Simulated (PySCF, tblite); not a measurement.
# C₄H₃Cl₂F+ (doublet): geometry, infrared bands and EPR parameters

Wanted: the infrared bands and EPR parameters of C₄H₃Cl₂F+ (doublet) (`F[C@@]1(Cl)[CH+][C]1CCl`), by calculation.

Programs: tblite 0.8.0 and PySCF 2.14.0, with density-fitted response routines of our own. Each step states its level of theory. These are calculated values for one molecule in the gas phase, unless marked as measured. Atoms are numbered from 0 throughout.

## Step 1: The molecule as given

10 atoms, charge 1, multiplicity 2; geometry from: force field or distance geometry start.

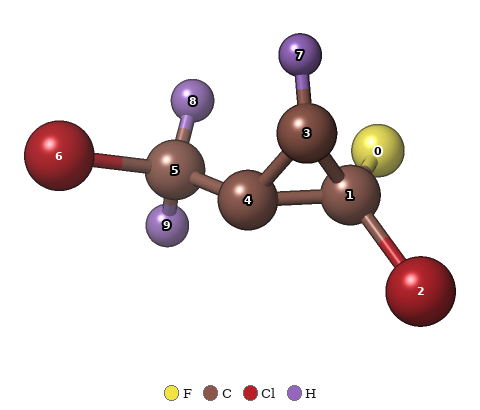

As it starts; fluorine yellow, carbon brown, chlorine red, hydrogen purple, atoms numbered.

## Step 2: Geometry optimisation with GFN2-xTB

Job settings and geometry (Å):

```
{"job": {"kind": "relax", "xc": "GFN2-xTB", "basis": "xTB"}, "charge": 1, "multiplicity": 2}
F     -1.373600    -0.122700     1.327700
C     -1.299700    -0.185200    -0.063000
Cl    -2.521300    -1.095300    -0.876300
C     -0.770400     0.970600    -0.728500
C      0.019500    -0.219400    -0.614100
C      1.227900    -0.322500     0.218400
Cl     2.665500     0.101500    -0.746400
H     -0.508800     1.887100    -0.210200
H      1.211400     0.340600     1.090600
H      1.358300    -1.349900     0.579200
```

Launch:

```
OMP_NUM_THREADS=1 python probes_run.py task.json out
```

One launch serves the whole session: the jobs run in the order shown.

The program printed:

```text
step      E/eV     max force
  0    -632.35468    3.367
  1    -632.76010    2.173
  2    -633.01574    2.733
  3    -633.18947    1.694
  4    -633.39594    1.519
  5    -633.59736    1.177
  6    -633.69160    1.164
  7    -633.85400    1.350
  8    -633.93069    1.054
  9    -634.07555    0.836
 10    -634.14323    0.790
 11    -634.24965    0.896
 12    -634.31237    0.863
 13    -634.36833    0.674
 14    -634.39839    0.398
 15    -634.42053    0.369
 16    -634.43072    0.434
 17    -634.44915    0.464
 18    -634.46222    0.341
 19    -634.47008    0.226
 20    -634.47413    0.186
 21    -634.47896    0.203
 22    -634.48492    0.248
 23    -634.49004    0.206
 24    -634.49301    0.122
 25    -634.49473    0.122
 26    -634.49638    0.124
 27    -634.49830    0.139
 28    -634.49989    0.118
 29    -634.50109    0.103
 30    -634.50218    0.094
 31    -634.50329    0.100
 32    -634.50424    0.086
 33    -634.50493    0.065
 34    -634.50550    0.062
 35    -634.50610    0.073
 36    -634.50665    0.061
 37    -634.50699    0.043
 38    -634.50715    0.042
 39    -634.50725    0.030
 40    -634.50732    0.022
 41    -634.50737    0.017
 42    -634.50740    0.013
 43    -634.50743    0.015
 44    -634.50745    0.013
 45    -634.50747    0.011
 46    -634.50748    0.010
 47    -634.50749    0.010
 48    -634.50750    0.012
 49    -634.50752    0.018
 50    -634.50756    0.024
 51    -634.50760    0.023
 52    -634.50765    0.022
 53    -634.50770    0.023
 54    -634.50778    0.027
 55    -634.50786    0.026
 56    -634.50794    0.026
 57    -634.50799    0.016
 58    -634.50802    0.013
 59    -634.50805    0.016
 60    -634.50810    0.023
 61    -634.50820    0.035
 62    -634.50837    0.048
 63    -634.50863    0.051
 64    -634.50902    0.066
 65    -634.50964    0.093
 66    -634.51060    0.119
 67    -634.51090    0.218
 68    -634.51253    0.223
 69    -634.51440    0.104
 70    -634.51553    0.079
 71    -634.51623    0.120
 72    -634.51682    0.127
 73    -634.51774    0.099
 74    -634.51901    0.146
 75    -634.52001    0.093
 76    -634.52118    0.085
 77    -634.52203    0.119
 78    -634.52243    0.091
 79    -634.52329    0.116
 80    -634.52439    0.078
 81    -634.52540    0.121
 82    -634.52706    0.156
 83    -634.52866    0.119
 84    -634.52943    0.111
 85    -634.52332    0.412
 86    -634.53092    0.079
 87    -634.53149    0.036
 88    -634.53232    0.126
 89    -634.53275    0.066
 90    -634.53325    0.031
 91    -634.53353    0.055
 92    -634.53381    0.040
 93    -634.53398    0.064
 94    -634.53418    0.053
 95    -634.53429    0.018
 96    -634.53432    0.009
```

Wall time 0.72 s (1 thread of AMD EPYC 7B13, shared host).

Along the way: (not every step is listed)

```csv
step,energy from step 0 (eV),largest force (eV/Å)
0,0.0000,3.3671
1,-0.4054,2.1728
2,-0.6611,2.7331
3,-0.8348,1.6942
4,-1.0413,1.5187
5,-1.2427,1.1771
6,-1.3369,1.1643
7,-1.4993,1.3503
8,-1.5760,1.0537
16,-2.0760,0.4336
24,-2.1383,0.1219
32,-2.1496,0.0864
40,-2.1526,0.0224
48,-2.1528,0.0121
56,-2.1533,0.0259
64,-2.1543,0.0662
72,-2.1621,0.1273
80,-2.1697,0.0777
88,-2.1776,0.1263
91,-2.1789,0.0552
92,-2.1791,0.0401
93,-2.1793,0.0643
94,-2.1795,0.0534
95,-2.1796,0.0183
96,-2.1796,0.0092
```

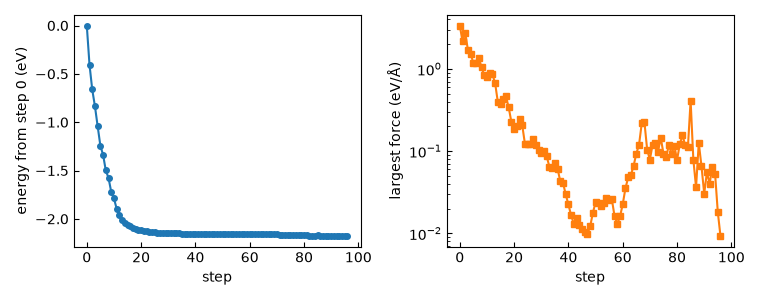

Energy and force, step by step.

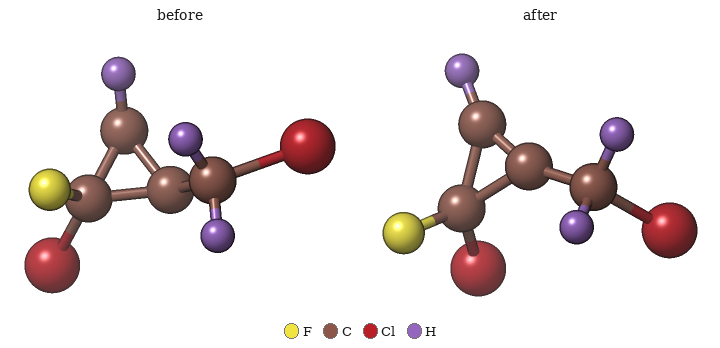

The geometry before (left) and after (right).

Close pairs (by a distance rule), those that changed most:

```csv
bond,before (Å),after (Å),change (Å)
C3–C4,1.433,1.300,-0.133
C1–C4,1.430,1.548,+0.118
C1–C3,1.435,1.502,+0.067
F0–C1,1.394,1.336,-0.058
C4–C5,1.471,1.448,-0.023
C3–H7,1.085,1.068,-0.016
C5–Cl6,1.783,1.790,+0.008
C5–H8,1.096,1.100,+0.004
```

The next job starts from the end point, and lists it.

## Step 3: Vibrational analysis with GFN2-xTB

Job settings and geometry (Å):

```
{"job": {"kind": "ir", "xc": "GFN2-xTB", "basis": "xTB"}, "charge": 1, "multiplicity": 2}
F     -2.001294    -0.577135     0.988104
C     -1.347125    -0.172036    -0.104083
Cl    -1.823237    -1.047038    -1.511104
C     -0.780430     1.218148    -0.151054
C      0.113427     0.304603     0.083976
C      1.404746    -0.301506     0.334446
Cl     2.069073    -1.070920    -1.139300
H     -1.099491     2.229246    -0.282959
H      2.115116     0.482195     0.635887
H      1.358098    -1.060902     1.123559
```

The program printed:

```text
mode    cm-1     km/mol
  1      30.8      3.03
  2      60.6      1.28
  3     181.8      3.70
  4     213.0      2.50
  5     306.6      1.73
  6     376.7     10.14
  7     452.2      6.97
  8     508.7      7.38
  9     592.9      4.39
 10     644.1     15.62
 11     693.6     41.01
 12     721.7      7.37
 13     814.6     12.22
 14     876.4     26.45
 15     932.0     71.07
 16     983.0     40.82
 17    1041.4     19.59
 18    1149.9    302.31
 19    1158.4     21.85
 20    1293.3     95.18
 21    1863.3      5.50
 22    2862.8    114.66
 23    2912.1     65.51
 24    3163.5    176.85
```

Run time: 0.37 s. Hardware: 1 thread of AMD EPYC 7B13, shared host.

Which atoms move in the most intense modes:

```csv
cm⁻¹,km/mol,atoms
694,41.0,"H7 45 %, C3 21 %, C5 16 %"
932,71.1,"C1 37 %, C3 27 %"
983,40.8,"C5 27 %, C1 23 %, C3 19 %"
1150,302.3,"C1 61 %, F0 17 %"
1293,95.2,"H9 50 %, H8 41 %"
2863,114.7,H8 92 %
2912,65.5,H9 93 %
3164,176.8,"H7 90 %, C3 10 %"
```

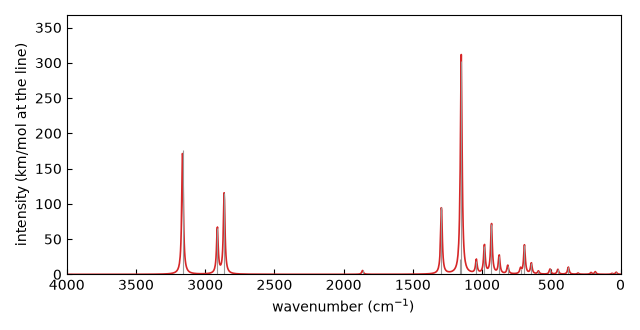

The infrared spectrum from these modes, unscaled. Lines are broadened to a width of 14 cm⁻¹ (Lorentzian).

## Step 4: g tensor and hyperfine couplings: B3LYP/pcH-1

The job, as its differences from that of step 3:

```diff
@@ -1,2 +1,2 @@
-{"job": {"kind": "ir", "xc": "GFN2-xTB", "basis": "xTB"}, "charge": 1, "multiplicity": 2}
+{"job": {"kind": "epr", "basis": "pcH-1"}, "charge": 1, "multiplicity": 2}
 F     -2.001294    -0.577135     0.988104
```

Method: UKS B3LYP, pcH-1 on C Cl F H, non-relativistic, mean-field spin-orbit, GIAO.

The program printed:

```text
UKS, coarse grid
  cycle   1  E = -1173.91300306  |g| = 5.32e-01
  cycle   2  E = -1173.40016645  |g| = 1.13e+00
  cycle   3  E = -1174.00837252  |g| = 2.21e-01
  cycle   4  E = -1174.03178655  |g| = 8.82e-02
  cycle   5  E = -1174.03504243  |g| = 3.83e-02
  cycle   6  E = -1174.03572266  |g| = 1.30e-02
  cycle   7  E = -1174.03581429  |g| = 2.94e-03
  cycle   8  E = -1174.03582826  |g| = 2.13e-03
  cycle   9  E = -1174.03583220  |g| = 1.10e-03
  cycle  10  E = -1174.03583477  |g| = 4.63e-04
UKS, final grid
  cycle   1  E = -1174.03588104  |g| = 7.26e-04
  cycle   2  E = -1174.03588055  |g| = 1.48e-03
  cycle   3  E = -1174.03588163  |g| = 1.69e-04
  cycle   4  E = -1174.03588170  |g| = 1.01e-04
  cycle   5  E = -1174.03588179  |g| = 8.63e-05
  cycle   6  E = -1174.03588180  |g| = 1.31e-05
E = -1174.03588180 Eh   <S^2> = 0.7519 (exact 0.7500)
g shifts (ppm)      1          2          3
  rmc          -264       -264       -264
  gc              0         18         59
  oz_so        6008      19699      71411
  total        5745      19454      71208
hyperfine (MHz)  atom isotope    a_iso     a_fc   dipolar eigenvalues
    0   19F      68.53      68.53   -173.09   -168.67    341.75
    1   13C       2.70       2.70    -29.35    -28.01     57.36
    2  35Cl      11.57      11.57    -56.47    -54.10    110.57
    3   13C      23.88      23.88    -11.98     -9.35     21.33
    4   13C      -3.48      -3.48    -18.58    -18.34     36.92
    5   13C      -0.92      -0.92     -7.00     -6.90     13.90
    6  35Cl       4.13       4.13    -21.97    -21.56     43.52
    7    1H      98.28      98.28     -5.89     -3.15      9.04
    8    1H     133.30     133.30     -4.70     -2.95      7.66
    9    1H      16.47      16.47     -4.10     -2.52      6.62
```

Wall time 37 s (1 thread of AMD EPYC 7B13, shared host); peak memory 0.78 GiB.

Principal g values 2.00806, 2.02177, 2.07353; g(iso) = 2.03445, against 2.00232 for a free electron. They are not to be trusted: the run shows nearly degenerate orbitals, where second-order g theory doesn't apply.

Hyperfine couplings, nucleus by nucleus at this fixed geometry (no averaging over rotations):

```csv
nuclei,isotope,a(iso) (MHz),"a(iso) (G, at g = 2.0023)",largest dipolar term (MHz)
H8,1H,133.3,47.6,7.7
H7,1H,98.3,35.1,9.0
F0,19F,68.5,24.5,341.8
C3,13C,23.9,8.5,21.3
H9,1H,16.5,5.9,6.6
Cl2,35Cl,11.6,4.1,110.6
Cl6,35Cl,4.1,1.5,43.5
C4,13C,-3.5,-1.2,36.9
C1,13C,2.7,1.0,57.4
C5,13C,-0.9,-0.3,13.9
```

Mulliken spin populations:

```csv
atom,value (e)
F0,0.08
C1,0.20
Cl2,0.29
C3,0.07
C4,0.14
C5,0.02
Cl6,0.12
H7,0.03
H8,0.05
H9,0.00
```

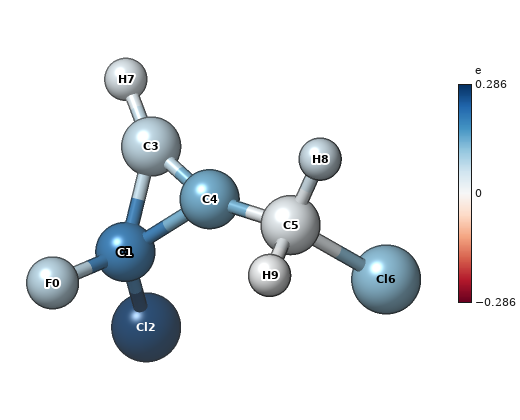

Mulliken spin populations, as colours on the atoms.

Orbitals, density, ELF and potential are computed afterwards from the orbital file.

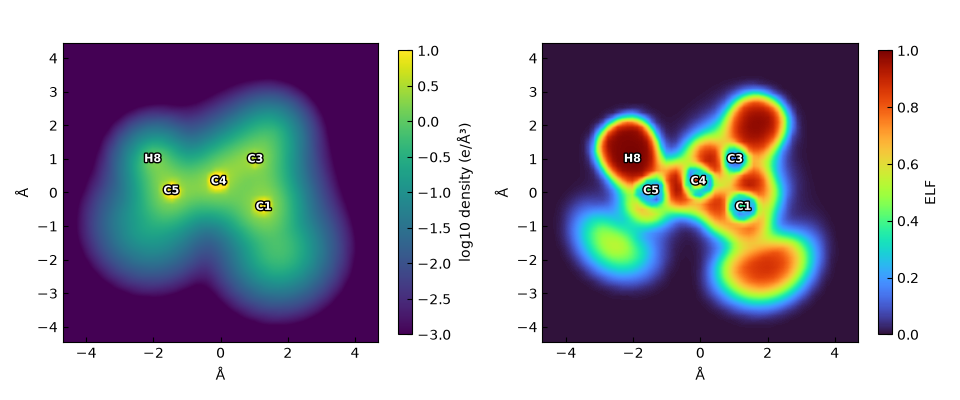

Density (left) and ELF (right) in a plane through or near 5 of the atoms.

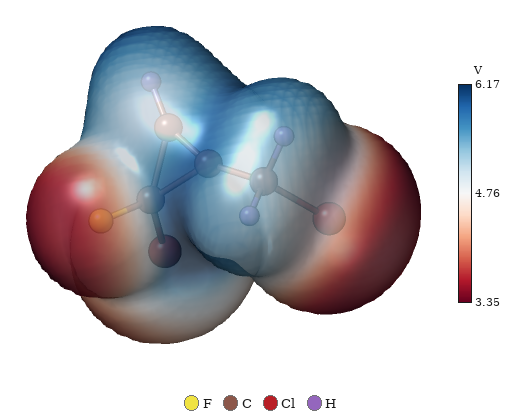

Electrostatic potential on the surface of density 0.002 e/bohr³; red is low, blue high. It runs from 3.35 V near Cl6 to 6.17 V near H7.

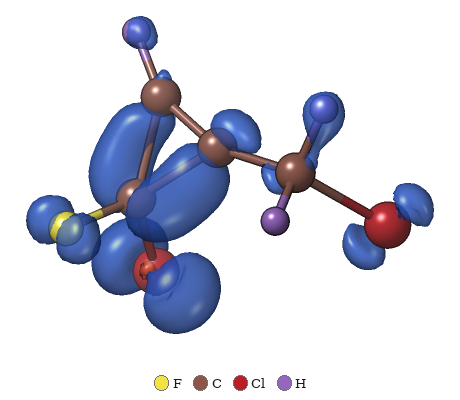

Spin density at ±0.06 e/Å³ (alpha excess blue, beta excess red).

## Step 5: Outcome

| quantity | value |
| --- | --- |
| strongest single infrared mode (GFN2-xTB) | 1150 cm⁻¹, 302 km/mol |
| zero-point energy (GFN2-xTB) | 34.1 kcal/mol |
| g(iso) (B3LYP) | 2.03445 |
| ⟨S²⟩ | 0.752 (exact 0.75) |
| largest a(iso) | 1H on H8, 133.3 MHz |
| property runs in this session | 1, of which 0 failed and 1 gave unsound results |

In words: Over 96 steps the energy fell by 2.180 eV; of the close pairs, C3–C4 changed most, 1.433 to 1.300 Å. No mode is imaginary among the 24: a minimum at this level. The strongest single mode, at 1150 cm⁻¹, moves mainly C1. Unscaled tight-binding wavenumbers are off by several per cent, some by more. Its intensities can rank the bands wrongly. The largest spin populations lie on Cl2 (0.29 e), C1 (0.20 e). The isotropic g lies 32.1 ppt above the free-electron value. These values are not to be trusted: the run shows nearly degenerate orbitals, where second-order g theory doesn't apply. These values are for one conformer; the search (at its own cheap level) found 2 more, at 0.33, 0.71 kcal/mol, and measured spectra average over such forms.
